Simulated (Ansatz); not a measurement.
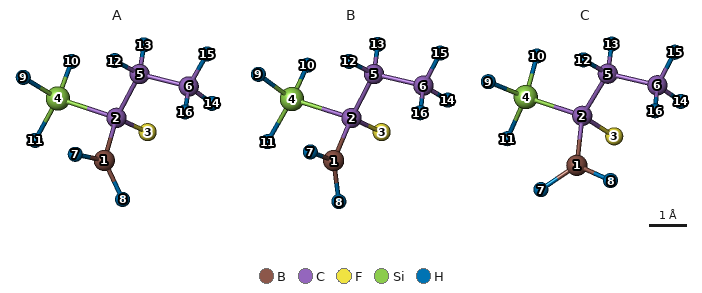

3 geometries from a converged minimum-energy path of C3H10BFSi, shuffled. Style: ball-and-stick. Shown at a tilt.

Theory: RKS B3LYP-D4/def2-SVP in Ansatz 0.2.0. Run with 7 movable images; climbing image; force threshold 0.03 eV/Å; iteration limit 50; starting path through a guess of the saddle point.

Question: One of them is the converged climbing image. Which?

Answer: C. In order along the path, whose images run from 0 to 8: B (image 0, 0.00 eV), A (image 1, +0.04 eV), C (image 4, +0.36 eV). The motion is a rotation about the B1–C2 bond by about 180°. No bond forms or breaks between the ends. Bond angles that change up to the highest image, for instance: B1–C2–F3 113.5° → 93.8°, B1–C2–Si4 101.0° → 114.1°.

Cost: 8.5 min on 2 threads of Arm Neoverse V2, with other jobs on the host, peak memory 0.42 GiB.
